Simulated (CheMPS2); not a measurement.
# [NO3]− (SMILES O=[N+]([O-])[O-]) at DMRG/STO-3G

Aim: the vertical ionisation energy of [NO3]− at DMRG/STO-3G, from 2 runs. 

The calculation is run with CheMPS2 1.8.12.

5 further runs of the same task are left out: 2 that didn't finish, 3 set aside as unsound or not needed.

## Step 1: The system as given

[NO3]− has 4 atoms, charge -1, and is taken as a singlet. SMILES: `O=[N+]([O-])[O-]`. The shape is that of a PBE0-D4/def2-TZVPD optimisation.

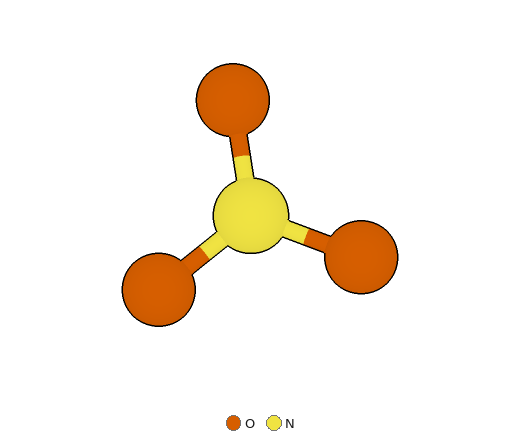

The structure, seen from a chosen angle (oxygen orange, nitrogen yellow).

## Step 2: A single-point energy at DMRG/STO-3G

integrals.py

```python
from pyscf import ao2mo, cc, dft, gto, mcscf, mp, scf
from pyscf.tools import fcidump

mol = gto.M(atom="mol.xyz", basis="sto-3g", charge=-1, spin=0, verbose=3, max_memory=2000)
print("basis functions          = %d" % (mol.nao))
mf = scf.RHF(mol)
mf.conv_tol = 1e-10
mf.max_cycle = 200
mf.kernel()
if not mf.converged:
    mf = mf.newton().run(mf.mo_coeff, mf.mo_occ)
print(f"SCF energy               = {mf.e_tot:.10f}")
# single-reference ladder for comparison
ref = mf
pt = mp.MP2(ref, frozen=4).run()
mycc = cc.CCSD(ref, frozen=4)
mycc.max_cycle = 150
mycc.kernel()
print("MP2 total energy         = %.10f" % (pt.e_tot))
if mycc.converged:
    print("CCSD total energy        = %.10f" % (mycc.e_tot))
    print(f"CCSD(T) total energy     = {mycc.e_tot + mycc.ccsd_t():.10f}")
    print(f"T1                       = {mycc.get_t1_diagnostic():.4f}")
# a few density functionals on the same geometry and basis
ks = dft.RKS(mol, xc="tpssh").set(conv_tol=1e-9, verbose=3).run()
if ks.converged:
    print(f"E(TPSSh)                 = {ks.e_tot:.8f}")
ks = dft.RKS(mol, xc="wb97x").set(conv_tol=1e-9, verbose=3).run()
if ks.converged:
    print(f"E(wB97X)                 = {ks.e_tot:.8f}")
ks = dft.RKS(mol, xc="tpss").set(conv_tol=1e-9, verbose=3).run()
if ks.converged:
    print("E(TPSS)                  = %.8f" % (ks.e_tot))
ks = dft.RKS(mol, xc="hse06").set(conv_tol=1e-9, verbose=3).run()
if ks.converged:
    print(f"E(HSE06)                 = {ks.e_tot:.8f}")
ks = dft.RKS(mol, xc="m062x").set(conv_tol=1e-9, verbose=3).run()
if ks.converged:
    print("E(M06-2X)                = %.8f" % (ks.e_tot))
# write the integrals of the correlated orbitals
cas = mcscf.CASCI(mf, 16, 24)
h1, ecore = cas.get_h1eff()
fcidump.from_integrals("FCIDUMP", h1, cas.get_h2eff(), 16, 24, nuc=ecore, ms=0)
```

dmrg.input

```
FCIDUMP = FCIDUMP
GROUP = 0
MULTIPLICITY = 1
NELECTRONS = 24
IRREP = 0
EXCITATION = 0
SWEEP_STATES = 150, 225, 300, 300
SWEEP_ENERGY_CONV = 1e-04, 1e-04, 1e-04, 1e-06
SWEEP_MAX_SWEEPS = 3, 3, 3, 6
SWEEP_NOISE_PREFAC = 0.05, 0.05, 0.005, 0.0
SWEEP_DVDSON_RTOL = 3e-05, 3e-05, 3e-05, 3e-06
NOCC = 0
NACT = 16
NVIR = 0
MOLCAS_FIEDLER = TRUE
PRINT_CORR = TRUE
TMP_FOLDER = .
```

Launch:

```
$ python integrals.py && chemps2 --file=dmrg.input
```

Log:

```text
$ python integrals.py
basis functions          = 20
converged SCF energy = -274.947685626328
SCF energy               = -274.9476856263
E(RMP2) = -275.135214009437  E_corr = -0.187528383108337
E(SCS-RMP2) = -275.133849461274  E_corr = -0.186163834945239
E(CCSD) = -275.1489919170918  E_corr = -0.2013062907633461
MP2 total energy         = -275.1352140094
CCSD total energy        = -275.1489919171
CCSD(T) correction = -0.0146423312106827
CCSD(T) total energy     = -275.1636342483
T1                       = 0.0154
converged SCF energy = -276.332086299158
E(TPSSh)                 = -276.33208630
converged SCF energy = -276.237987265372
E(wB97X)                 = -276.23798727
converged SCF energy = -276.35840002523
E(TPSS)                  = -276.35840003
converged SCF energy = -276.050169663369
E(HSE06)                 = -276.05016966
converged SCF energy = -276.264426650185
E(M06-2X)                = -276.26442665

$ chemps2 --file=dmrg.input

Running chemps2 version 1.8.12 () with the following options:

   FCIDUMP            = FCIDUMP
   GROUP              = c1
   MULTIPLICITY       = 1
   NELECTRONS         = 24
   IRREP              = A
   EXCITATION         = 0
   SWEEP_STATES       = [ 150 ; 225 ; 300 ; 300 ]
   SWEEP_ENERGY_CONV  = [ 0.0001 ; 0.0001 ; 0.0001 ; 1e-06 ]
   SWEEP_MAX_SWEEPS   = [ 3 ; 3 ; 3 ; 6 ]
   SWEEP_NOISE_PREFAC = [ 0.05 ; 0.05 ; 0.005 ; 0 ]
   SWEEP_DVDSON_RTOL  = [ 3e-05 ; 3e-05 ; 3e-05 ; 3e-06 ]
   NOCC               = [ 0 ]
   NACT               = [ 16 ]
   NVIR               = [ 0 ]
   MOLCAS_2RDM        =
   MOLCAS_3RDM        =
   MOLCAS_F4RDM       =
   MOLCAS_FOCK        =
   MOLCAS_FIEDLER     = TRUE
   MOLCAS_MPS         = FALSE
   MOLCAS_STATE_AVG   = FALSE
   PRINT_CORR         = TRUE
   TMP_FOLDER         = .

[... 40 lines left out ...]
***     Maximum discarded weight = 0
[... 33 lines left out ...]
***     Maximum discarded weight = 1.9836210409956e-06
[... 7 lines left out ...]
***     Maximum discarded weight = 8.76135996659057e-06
[... 6 lines left out ...]
***     Maximum discarded weight = 1.07548658304689e-05
[... 7 lines left out ...]
***     Maximum discarded weight = 1.01860541059823e-05
[... 6 lines left out ...]
***     Maximum discarded weight = 1.02216096682074e-05
[... 13 lines left out ...]
***     Minimum energy           = -275.166533188443
[... 6 lines left out ...]
***     Minimum energy           = -275.166550940079
[... 7 lines left out ...]
***     Minimum energy           = -275.166558548494
[... 6 lines left out ...]
***     Minimum energy           = -275.166559467313
[... 8 lines left out ...]
***     Maximum discarded weight during the last sweep     = 2.64866212470913e-06
[... 6 lines left out ...]
***     Maximum discarded weight = 8.51208882569644e-07
[... 6 lines left out ...]
***     Maximum discarded weight = 1.10419431179216e-06
[... 13 lines left out ...]
***     Minimum energy           = -275.166585857756
[... 6 lines left out ...]
***     Minimum energy           = -275.166585930624
[... 8 lines left out ...]
***     Maximum discarded weight during the last sweep     = 1.07267040434703e-06
[... 71 lines left out ...]
    0.000243    0.000088    0.000451    0.000451   -0.002597   -0.004939   -0.002419   -0.002419
    0.000286    0.000130    0.001932    0.000540   -0.003422   -0.003875   -0.001870   -0.005123
    0.000447    0.000130    0.000540    0.001932   -0.003422   -0.003875   -0.005123   -0.001870
[... 12 lines of this table left out ...]
   -0.009292   -0.003983   -0.007713   -0.007029    0.018653    0.006089    0.004828    0.046661

--------------------------------------------------------
Singlet diradical correlation function = < d_i,up d_j,down > + < d_i,down d_j,up > - < d_i,up > * < d_j,down > - < d_i,down > * < d_j,up >
Hamiltonian index order is used!

   Columns 1 to 8

   -0.000015    0.000512    0.000512    0.000307    0.001243    0.000464    0.000463    0.000247
    0.000512   -0.000019    0.000319    0.000101    0.000584    0.000359    0.000271    0.000506
    0.000512    0.000319   -0.000019    0.000101    0.000584    0.000271    0.000360    0.000257
[... 12 lines of this table left out ...]
    0.000925    0.002168    0.000890    0.001224    0.001729    0.006308    0.002397    0.009375

   Columns 9 to 16

    0.000247    0.000040    0.000308    0.000308    0.000638    0.002616    0.000925    0.000925
    0.000256    0.000105    0.001355    0.000418    0.000902    0.001807    0.000840    0.002168
    0.000508    0.000105    0.000386    0.001322    0.000902    0.001806    0.002116    0.000890
[... 12 lines of this table left out ...]
    0.006397    0.002848    0.002777    0.002982    0.009146    0.005090    0.002763   -0.000514

--------------------------------------------------------
Two-orbital mutual information = 0.5 * ( s1(i) + s1(j) - s2(i,j) ) * ( 1 - delta(i,j) )
Hamiltonian index order is used!

   Columns 1 to 8

    0           0.001080    0.001102    0.002950    0.002092    0.000832    0.000821    0.000501
    0.001080    0           0.000504    0.000350    0.000770    0.000941    0.000603    0.002814
    0.001102    0.000504    0           0.000350    0.000770    0.000578    0.001018    0.000574
[... 12 lines of this table left out ...]
    0.002380    0.006965    0.001501    0.003439    0.004057    0.018131    0.004359    0.023128

   Columns 9 to 16

    0.000516    0.000275    0.000350    0.000350    0.001966    0.007339    0.002396    0.002380
    0.000660    0.000281    0.002116    0.000400    0.002890    0.004209    0.001413    0.006965
    0.003232    0.000280    0.000353    0.002047    0.002890    0.004210    0.006740    0.001501
[... 12 lines of this table left out ...]
    0.011495    0.005936    0.005770    0.006058    0.015690    0.006773    0.003278    0

--------------------------------------------------------
```

Run time: 2.5 min. Hardware: 1 thread of Arm Neoverse V2, shared host; peak memory 0.18 GiB.

## Step 3: Doublet neutral NO3: a single-point energy at DMRG/STO-3G

integrals.py

```python
from pyscf import ao2mo, cc, dft, gto, mcscf, mp, scf
from pyscf.tools import fcidump

geom = """
O
N 1 1.246587
O 2 1.246588 1 120.00031
O 2 1.246587 1 119.99979 3 -179.99912
"""
mol = gto.M(
    atom=geom,
    basis="sto-3g",
    charge=0,
    spin=1,
    verbose=3,
    max_memory=2000,
)
print("nao                            = %d" % (mol.nao))
mf = scf.ROHF(mol)
mf.conv_tol = 1e-10
mf.max_cycle = 200
mf.kernel()
if not mf.converged:
    mf = mf.newton().run(mf.mo_coeff, mf.mo_occ)
print("reference energy               = %.10f" % (mf.e_tot))
ref = scf.UHF(mol).run(mf.make_rdm1(), conv_tol=1e-10)
pt = mp.MP2(ref, frozen=4).run()
mycc = cc.CCSD(ref, frozen=4)
mycc.max_cycle = 150
mycc.kernel()
print(f"E(MP2)                         = {pt.e_tot:.10f}")
if mycc.converged:
    print(f"E(CCSD)                        = {mycc.e_tot:.10f}")
    print(f"CCSD(T) total energy           = {mycc.e_tot + mycc.ccsd_t():.10f}")
ks = dft.UKS(mol, xc="tpssh").set(conv_tol=1e-9, verbose=3).run(mf.make_rdm1())
if ks.converged:
    print("E(TPSSh)                       = %.8f" % (ks.e_tot))
ks = dft.UKS(mol, xc="wb97x").set(conv_tol=1e-9, verbose=3).run(mf.make_rdm1())
if ks.converged:
    print("E(wB97X)                       = %.8f" % (ks.e_tot))
ks = dft.UKS(mol, xc="tpss").set(conv_tol=1e-9, verbose=3).run(mf.make_rdm1())
if ks.converged:
    print("E(TPSS)                        = %.8f" % (ks.e_tot))
ks = dft.UKS(mol, xc="hse06").set(conv_tol=1e-9, verbose=3).run(mf.make_rdm1())
if ks.converged:
    print(f"E(HSE06)                       = {ks.e_tot:.8f}")
ks = dft.UKS(mol, xc="m062x").set(conv_tol=1e-9, verbose=3).run(mf.make_rdm1())
if ks.converged:
    print("E(M06-2X)                      = %.8f" % (ks.e_tot))
occ_no, mo = mcscf.addons.make_natural_orbitals(mp.MP2(mf.to_uhf(), frozen=4).run())
mf.mo_coeff = mo
cas = mcscf.CASCI(mf, 16, 23)
h1, ecore = cas.get_h1eff()
fcidump.from_integrals("FCIDUMP", h1, cas.get_h2eff(), 16, 23, nuc=ecore, ms=1)
```

dmrg.input

```
FCIDUMP = FCIDUMP
GROUP = 0
MULTIPLICITY = 2
NELECTRONS = 23
IRREP = 0
EXCITATION = 0
SWEEP_STATES = 25, 50, 100, 200, 200
SWEEP_ENERGY_CONV = 1e-04, 1e-04, 1e-04, 1e-04, 1e-06
SWEEP_MAX_SWEEPS = 2, 4, 3, 2, 6
SWEEP_NOISE_PREFAC = 0.5, 0.05, 0.05, 0.005, 0.0
SWEEP_DVDSON_RTOL = 1e-04, 1e-04, 1e-04, 1e-04, 1e-05
NOCC = 0
NACT = 16
NVIR = 0
MOLCAS_FIEDLER = TRUE
PRINT_CORR = TRUE
TMP_FOLDER = .
```

Launch:

```
$ python integrals.py && chemps2 --file=dmrg.input
```

Log:

```text
$ python integrals.py
nao                            = 20
converged SCF energy = -274.936140321189
reference energy               = -274.9361403212
converged SCF energy = -274.939044076472  <S^2> = 0.75810948  2S+1 = 2.0080931
E(UMP2) = -275.250864186046  E_corr = -0.311820109573264
E(SCS-UMP2) = -275.22600812905  E_corr = -0.286964052577579
E(UCCSD) = -275.2325651138042  E_corr = -0.2935210373318538
E(MP2)                         = -275.2508641860
E(CCSD)                        = -275.2325651138
UCCSD(T) correction = -0.0384156106908487
CCSD(T) total energy           = -275.2709807245
SCF not converged.
SCF energy = -276.402062715956 after 50 cycles  <S^2> = 0.75157944  2S+1 = 2.0015788
converged SCF energy = -276.282545119971  <S^2> = 0.75237503  2S+1 = 2.0023736
E(wB97X)                       = -276.28254512
converged SCF energy = -276.442033700974  <S^2> = 0.7510235  2S+1 = 2.0010232
E(TPSS)                        = -276.44203370
converged SCF energy = -276.104624606257  <S^2> = 0.75228514  2S+1 = 2.0022838
E(HSE06)                       = -276.10462461
converged SCF energy = -276.291837980684  <S^2> = 0.75313557  2S+1 = 2.0031331
E(M06-2X)                      = -276.29183798
E(UMP2) = -275.249337538962  E_corr = -0.313197217773663
E(SCS-UMP2) = -275.226244739835  E_corr = -0.29010441864612

$ chemps2 --file=dmrg.input

Running chemps2 version 1.8.12 () with the following options:

   FCIDUMP            = FCIDUMP
   GROUP              = c1
   MULTIPLICITY       = 2
   NELECTRONS         = 23
   IRREP              = A
   EXCITATION         = 0
   SWEEP_STATES       = [ 25 ; 50 ; 100 ; 200 ; 200 ]
   SWEEP_ENERGY_CONV  = [ 0.0001 ; 0.0001 ; 0.0001 ; 0.0001 ; 1e-06 ]
   SWEEP_MAX_SWEEPS   = [ 2 ; 4 ; 3 ; 2 ; 6 ]
   SWEEP_NOISE_PREFAC = [ 0.5 ; 0.05 ; 0.05 ; 0.005 ; 0 ]
   SWEEP_DVDSON_RTOL  = [ 0.0001 ; 0.0001 ; 0.0001 ; 0.0001 ; 1e-05 ]
[... 52 lines left out ...]
***     Minimum energy           = -274.630647956456
[... 41 lines left out ...]
***     Minimum energy           = -274.940988854978
[... 15 lines left out ...]
***     Maximum discarded weight during the last sweep     = 0.00109601367861451
[... 13 lines left out ...]
***     Maximum discarded weight = 0.000172267169422544
[... 14 lines left out ...]
***     Maximum discarded weight = 0.000472376704129734
[... 14 lines left out ...]
***     Maximum discarded weight = 0.00052990442176297
[... 14 lines left out ...]
***     Maximum discarded weight = 0.000511235076398645
[... 20 lines left out ...]
***     Minimum energy           = -275.278354637671
[... 14 lines left out ...]
***     Minimum energy           = -275.278756553586
[... 14 lines left out ...]
***     Minimum energy           = -275.278767257701
[... 15 lines left out ...]
***     Maximum discarded weight = 8.29159732888831e-06
[... 14 lines left out ...]
***     Maximum discarded weight = 3.49591926435375e-05
[... 20 lines left out ...]
***     Minimum energy           = -275.280407860011
[... 14 lines left out ...]
***     Minimum energy           = -275.280409368312
[... 15 lines left out ...]
***     Maximum discarded weight during the last sweep     = 3.69627536645389e-05
[... 71 lines left out ...]
    0.000172    0.000178    0.000073   -0.000364   -0.000670   -0.001354   -0.000562   -0.001135
    0.000077    0.000071    0.000178   -0.000363   -0.000665   -0.001352   -0.001130   -0.000560
    0.000110    0.000075    0.000075   -0.000247   -0.000683   -0.001196   -0.000926   -0.000930
[... 12 lines of this table left out ...]
   -0.012258   -0.004400   -0.003640    0.004399    0.011763    0.006019    0.004405    0.048298

--------------------------------------------------------
Singlet diradical correlation function = < d_i,up d_j,down > + < d_i,down d_j,up > - < d_i,up > * < d_j,down > - < d_i,down > * < d_j,up >
Hamiltonian index order is used!

   Columns 1 to 8

   -0.000001    0.000182    0.000341    0.000101    0.000008    0.000054    0.000029    0.000075
    0.000182   -0.000001    0.000340    0.000101    0.000008    0.000029    0.000052    0.000142
    0.000341    0.000340   -0.000002    0.000098    0.000014    0.000064    0.000063    0.000135
[... 12 lines of this table left out ...]
    0.000325    0.000177    0.000321    0.001850    0.001567    0.009242    0.003295    0.007553

   Columns 9 to 16

    0.000143    0.000194    0.000090   -0.000152    0.000260    0.000335    0.000160    0.000325
    0.000077    0.000091    0.000197   -0.000152    0.000260    0.000334    0.000264    0.000177
    0.000136    0.000129    0.000128   -0.000053    0.000150    0.000424    0.000320    0.000321
[... 12 lines of this table left out ...]
    0.005224    0.001552    0.001248   -0.000808    0.005880    0.005170    0.002601   -0.000575

--------------------------------------------------------
Two-orbital mutual information = 0.5 * ( s1(i) + s1(j) - s2(i,j) ) * ( 1 - delta(i,j) )
Hamiltonian index order is used!

   Columns 1 to 8

    0           0.000476    0.001067    0.000385    0.000159    0.000285    0.000088    0.000156
    0.000476    0           0.001111    0.000398    0.000159    0.000089    0.000280    0.000157
    0.001067    0.001111    0           0.000607    0.000184    0.000197    0.000192    0.000152
[... 12 lines of this table left out ...]
    0.001344    0.000441    0.000954    0.005214    0.002966    0.026703    0.005517    0.016486

   Columns 9 to 16

    0.000161    0.000258    0.000087    0.000131    0.000443    0.001564    0.000406    0.001344
    0.000190    0.000087    0.000262    0.000130    0.000442    0.001563    0.001212    0.000441
    0.000227    0.000170    0.000170    0.000077    0.000402    0.001801    0.000955    0.000954
[... 12 lines of this table left out ...]
    0.008406    0.001388    0.000758    0.003051    0.004290    0.006762    0.002748    0

--------------------------------------------------------
```

Wall time 2 min (1 thread of Arm Neoverse V2, shared host); peak memory 0.2 GiB.

## Step 4: What came out

Level: DMRG/STO-3G, 4 core orbitals frozen.

```
                                           quantity          value
                   run 1, DMRG/STO-3G: total energy  -275.16659 Eh
 run 1, DMRG/STO-3G: T1 diagnostic of the CCSD step          0.015
                  doublet neutral NO3: total energy  -275.28041 Eh
vertical detachment energy (to the doublet neutral)      -3.097 eV
```

In words: The species is unbound against losing an electron at this level, by 3.10 eV (−299 kJ/mol); missing correlation or diffuse functions can give that sign where the real anion is bound. In a minimal basis such a difference can be off by several eV, whatever the method.
